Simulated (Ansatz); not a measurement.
**[NH2]− (SMILES [NH2-]) at MP2/aug-cc-pVTZ**

Aim: the energy change on altering one bond length of [NH2]− at MP2/aug-cc-pVTZ, from 2 runs. 

The results are computed with Ansatz 0.2.0.

### Step 1. The system as given

The species is [NH2]− (3 atoms), meant as a singlet with charge -1. SMILES: `[NH2-]`. Geometry: relaxed at PBE0-D4/def2-TZVPD.

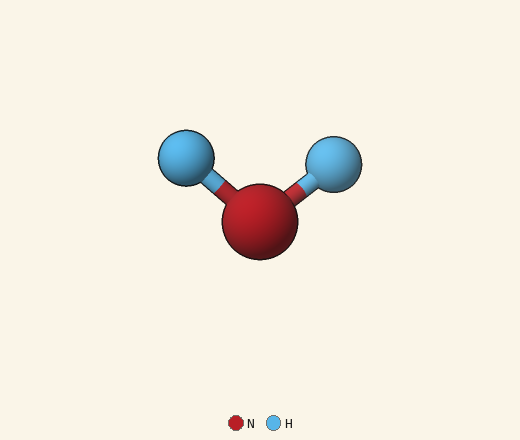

The structure, seen from a chosen angle (nitrogen red, hydrogen blue).

### Step 2. The energy at MP2/aug-cc-pVTZ

Input file molecule.yaml:

```yaml
crystal:
  periodic: [false, false, false]
  atoms:
    - symbol: "N"
      position_ang: [0.342200, -0.203000, 0.168700]
    - symbol: H
      position_ang: [0.125500, 0.801200, 0.156000]
    - symbol: H
      position_ang: [-0.467700, -0.598200, -0.324700]
basis:
  gaussian: {orbitals: aug-cc-pVTZ}
total_charge: -1
correlation: {method: mp2, frozen_orbitals: {H: 0, "N": 1}}
accuracy: high
```

The run is started by

```console
$ ansatz run molecule.yaml --threads 1 --pin off --max-ram 3480MiB --events-out events.jsonl --progress --plain --runs-dir runs
```

Log:

```text
Warning: RAYON_NUM_THREADS=1 ignored (pool sized by the plan → 1); use --threads N
Functional definition: HF
  name "HF"
  exchange = exact_x
  correlation = 0
1355 factors; integrals over basis functions are off by at most 2.9e-9 eV
mean field evaluation 1: about -1511.0263 eV, gradient 1.3e1 eV
mean field evaluation 2: about -1511.0268 eV, gradient 1.3e1 eV
mean field evaluation 4: about -1511.5289 eV, gradient 2.3e0 eV
mean field evaluation 8: about -1511.5499 eV, gradient 1.9e-3 eV
mean field -1511.54989619 eV, -55.5484341198 hartree, gradient 2.1e-8 eV, S^2 0.000000; 0 other end points of the search recorded, 0 dependent functions left out
1 core orbitals not correlated: weight in the atoms' cores, before any rotation towards them, 1.000 or more for the frozen orbitals, at most 0.000 for the correlated occupied ones
reference -1511.54989619 eV, -55.5484341198 hartree; 4, 4 occupied and 87, 87 virtual orbitals, 1355 factors
second order -7.10238483 eV of doubles, -0.00000000 eV of singles
Total energy: -1518.65228102 eV, -55.8094419482 hartree
```

It took 1.8 s on 1 thread of Arm Neoverse V1, shared host; peak memory 0.15 GiB.

### Step 3. The distorted shape

Input file input.yaml:

```yaml
crystal:
  periodic: [false, false, false]
  atoms:
    - {symbol: "N", position_ang: [0.374704, -0.353627, 0.170605]}
    - {symbol: H, position_ang: [0.125500, 0.801200, 0.156000]}
    - {symbol: H, position_ang: [-0.435196, -0.748827, -0.322795]}
basis:
  gaussian: {orbitals: aug-cc-pVTZ}
total_charge: -1
correlation: {method: mp2, frozen_orbitals: {H: 0, "N": 1}}
accuracy: high
```

The run is started by

```console
$ ansatz run input.yaml --threads 1 --pin off --max-ram 3480MiB --events-out events.jsonl --progress --plain --runs-dir runs
```

Log:

```text
Warning: RAYON_NUM_THREADS=1 ignored (pool sized by the plan → 1); use --threads N
[... 4 set-up lines as earlier in the session ...]
1374 factors; integrals over basis functions are off by at most 3.5e-9 eV
mean field evaluation 1: about -1510.4881 eV, gradient 1.4e1 eV
mean field evaluation 2: about -1510.4888 eV, gradient 1.4e1 eV
mean field evaluation 4: about -1511.1025 eV, gradient 2.2e0 eV
mean field evaluation 8: about -1511.1255 eV, gradient 1.2e-3 eV
mean field -1511.12545475 eV, -55.5328361843 hartree, gradient 2.2e-8 eV, S^2 0.000000; 0 other end points of the search recorded, 0 dependent functions left out
1 core orbitals not correlated: weight in the atoms' cores, before any rotation towards them, 1.000 or more for the frozen orbitals, at most 0.000 for the correlated occupied ones
reference -1511.12545475 eV, -55.5328361843 hartree; 4, 4 occupied and 87, 87 virtual orbitals, 1374 factors
second order -7.18286445 eV of doubles, -0.00000000 eV of singles
Total energy: -1518.30831920 eV, -55.7968015842 hartree
```

Run time: 1.3 s. Hardware: 1 thread of Arm Neoverse V1, shared host; peak memory 0.15 GiB.

### Step 4. What came out

At MP2/aug-cc-pVTZ, 1 core orbital frozen:

```
                                                         quantity         value
                                        first shape: total energy  -55.80944 Eh
          first shape: correlation energy (1 core orbital frozen)    -261.0 mEh
                                    distorted shape: total energy  -55.79680 Eh
      distorted shape: correlation energy (1 core orbital frozen)    -264.0 mEh
energy change with the N1–H2 bond stretched from 1.027 to 1.181 Å      0.344 eV
```

In words: With the N1–H2 bond stretched from 1.027 to 1.181 Å the energy rises by 0.34 eV (33.2 kJ/mol). The first shape isn't relaxed at this level, so the change isn't measured from a minimum.
